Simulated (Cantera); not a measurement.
A closed system holds: 1 mol Si, a varied amount of F2, at 625 K and 13.3 mbar.

Equilibrium computed with Cantera from the NASA thermochemical tables; the gas is ideal and each condensed phase is pure. Candidate condensed phases: Si; 9 gas species. Equilibrium is a limit: real reactors are often held back by kinetics, nucleation or transport.

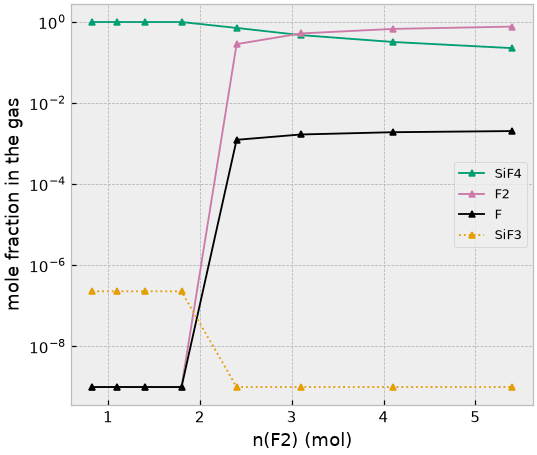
Equilibrium gas composition (values under 1e-9 drawn at 1e-9)

From 0.83 mol F2 to 1.8 mol F2 the condensed part is Si(s). From 2.4 mol F2 to 5.4 mol F2 nothing is condensed. The main Si-bearing gas is SiF4 throughout.
